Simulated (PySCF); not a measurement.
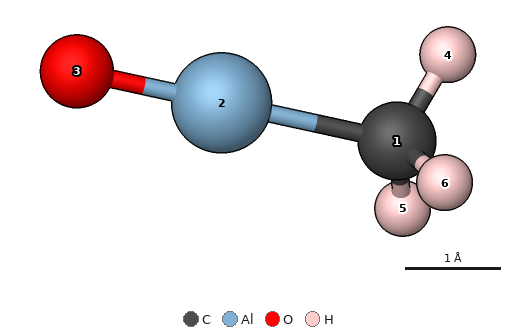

The structure (ball-and-stick view, seen at a tilt; atoms are numbered from 1 in the order of the input). Sticks mark near contacts.

**Run report: CH3AlO, single-point calculation**

- system: CH3AlO
- method: mPWPW91/DZVP2, RKS (PySCF 2.14.0)

The geometry comes from this level: PBE0-D4/def2-TZVP.

**Input (input.py)**
```python
# [CH3][Al]=[O]
from pyscf import gto, dft

system = gto.M(
    atom='start.xyz',
    charge=0,
    max_memory=1860,
    basis='dzvp2',
    spin=0,
    verbose=3,
)

myscf = dft.RKS(system)
myscf.xc = 'mpw91,pw91'
myscf = myscf.density_fit(auxbasis='cc-pvtz-jkfit')
myscf.kernel()

e_final = myscf.e_tot
print('E = %.10f Eh' % e_final)
```

**File start.xyz**
```
6

C     -0.412500     0.498200    -0.315400
Al     0.696700    -0.841400     0.532500
O      1.611700    -1.946300     1.232100
H      0.065200     1.479100    -0.263900
H     -1.383600     0.560900     0.180800
H     -0.577400     0.249400    -1.366100
```

Machine: 1 thread of Intel Xeon @ 2.50GHz (Skylake/Cascade Lake), 189 GiB of memory available, shared host.

Command:
```bash
OMP_NUM_THREADS=1 python input.py
```

**What the program printed**
```
converged SCF energy = -357.584069372513
E = -357.5840693725 Eh
```

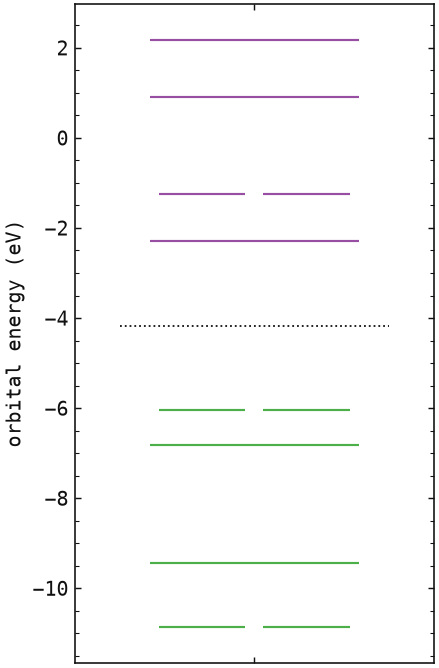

Orbital energies near the frontier; the dotted line parts filled from empty levels, and levels within 0.02 eV of each other stand side by side. Highest filled −6.05 eV, lowest empty −2.30 eV, 3.75 eV apart.

**Summary**

| quantity | value |
| --- | --- |
| outcome | converged |
| total energy | −357.584069 hartree |
| basis functions | 61 |
| HOMO | −6.05 eV |
| LUMO | −2.30 eV |
| dipole moment | 5.58 D |
| wall time | 15 s |
| peak memory | 0.27 GiB |
